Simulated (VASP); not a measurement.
Band structure of K2S (space group Fm-3m). All values below come from PBEsol GGA, VASP's PBE PAW potentials (set 64) (plane waves; VASP).

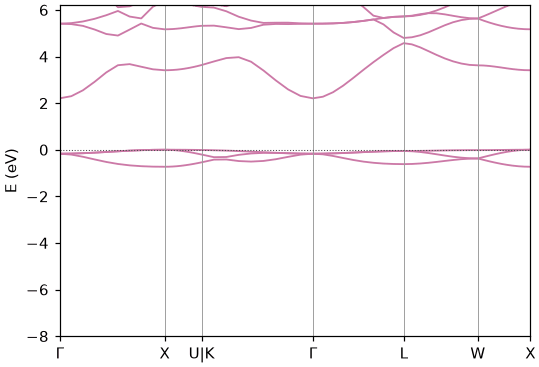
Fig. 1. Bands along high-symmetry lines, zero at the valence-band maximum or, without a gap, the Fermi level

Q: Read the plot: is there a gap, and where are the band edges?

A: The gap is indirect, 2.21 eV, from the valence maximum at X to the conduction minimum at Γ.

The structure is a typed K2S crystal. The cell was not relaxed at this level.
